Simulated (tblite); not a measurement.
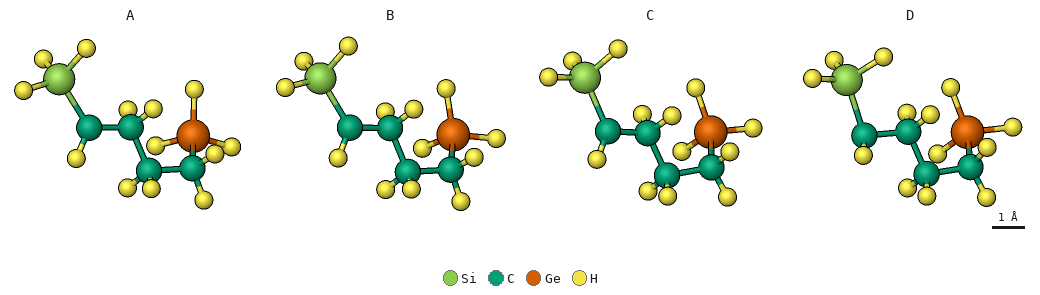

4 geometries from one relaxation of C4H13GeSi (multiplicity 2), in shuffled order. A ball-and-stick model, seen from a free direction.

The calculation used tblite, GFN2-xTB geometry optimisation, gas phase. 

Question: Put them in the order of the run, from the start to the converged end.

Answer: D, C, B, A. They are steps 0, 14, 41, 117, at +0.879 eV, +0.133 eV, +0.017 eV relative to the last. The energy falls by 0.879 eV in 117 geometry steps. The atom that moves furthest after the best rigid fit is an H atom (0.77 Å). By element the largest moves are H 0.77 Å, C 0.33 Å, Si 0.31 Å, Ge 0.27 Å. Near-neighbour distances that change, for instance: C–Ge 1.924 → 1.978 Å, Ge–H 1.550 → 1.497 Å, C–H 1.128 → 1.094 Å, C–Si 1.882 → 1.848 Å. Bond angles that change, for instance: Si–C–C 105.4° → 123.0°, Si–C–H 111.5° → 120.8°, H–C–H 111.9° → 106.6°. The run took 0.79 s on 1 thread of Arm Neoverse V2 (shared host).
